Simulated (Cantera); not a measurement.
Input: 1 mol MgO, a varied amount of HBr, held at 1350 K and 370 Pa.

Cantera equilibrium calculation (NASA polynomials, part measured and part estimated; ideal gas, pure solids and liquids). Candidate condensed phases: Br2, H2O, Mg, MgBr2, MgO, Mg(OH)2; 20 gas species. The numbers say what is thermodynamically allowed, not how fast it happens.

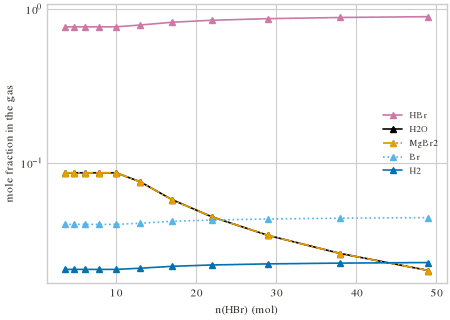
*Equilibrium gas composition (values under 1e-9 drawn at 1e-9)*

Question: Read off the mole fractions at 49 mol HBr.

Answer: HBr about 0.89, Br about 0.044, H2 about 0.022, H2O about 0.020, MgBr2 about 0.020.
